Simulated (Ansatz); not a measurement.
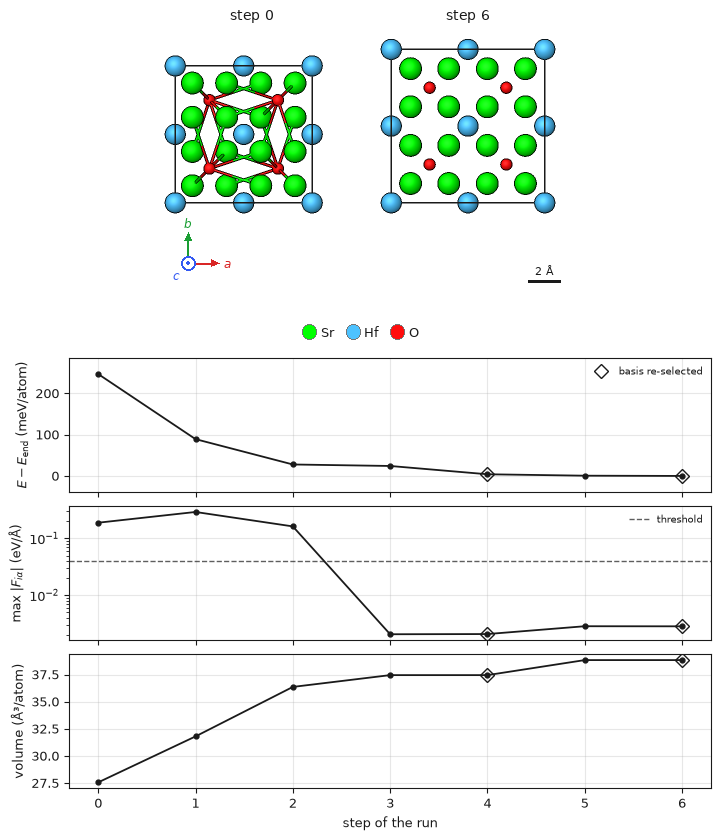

First and last geometry of a relaxation of a crystal of Sr4HfO (a generated structure, set up in F-43m) (coarse preliminary run), with the history of the run. Style: ball-and-stick. Shown: the conventional cell (4 times the calculation's cell), along the c axis. Lengths and directions refer to the drawn axes.

Level of theory: DFT PBE, scalar-relativistic, plane waves, PAW (Ansatz 0.2.0). Set-up: plane-wave cutoff 420 eV; k-point mesh 4 × 4 × 4; occupations gaussian; smearing width 0.1 eV; no spin polarisation; cell and atoms relaxed; force threshold 0.04 eV/Å; at most 70 steps.

Did the run converge, and what did it change?

It converged. The largest moves relative to the cell, 0.014 Å, are those of Sr atoms. Hf and O stay in place. The volume changes by +40.9 %, with a = b = c 8.714 → 9.768 Å (+12.1 %). Among the contacts that change: O–Sr 3.612 → 4.052 Å, Sr–Sr 3.080 → 3.476 Å, Sr–Sr 3.081 → 3.431 Å. The space group stays F-43m (No. 216). The energy falls by 247 meV per atom in 4 accepted moves (6 points after the start). The largest force component goes from 0.19 to 0.0028 eV/Å. Pressure: 9.03 GPa at the start and 0.23 GPa at the end. At 2 points the geometry stayed and the basis and grid were re-selected for the new cell (energy shift of 20.1 meV per atom at most each time). The run took 60 s on 1 thread of Intel(R) Xeon(R) Processor @ 2.70GHz (shared host), peak memory 0.48 GiB.

```
step  E − E(0), meV/atom  largest force component, eV/Å  pressure, GPa  volume, Å³/atom                      note
   0                0.00                         0.1897           9.03           27.567                          
   1             -157.59                         0.2932           3.70           31.800                          
   2             -218.95                         0.1632           0.71           36.358                          
   3             -222.57                         0.0021           0.07           37.445                          
   4             -242.66                         0.0021           0.73           37.445  same geometry, new basis
   5             -246.10                         0.0028           0.22           38.830                          
   6             -246.72                         0.0028           0.23           38.830  same geometry, new basis
```
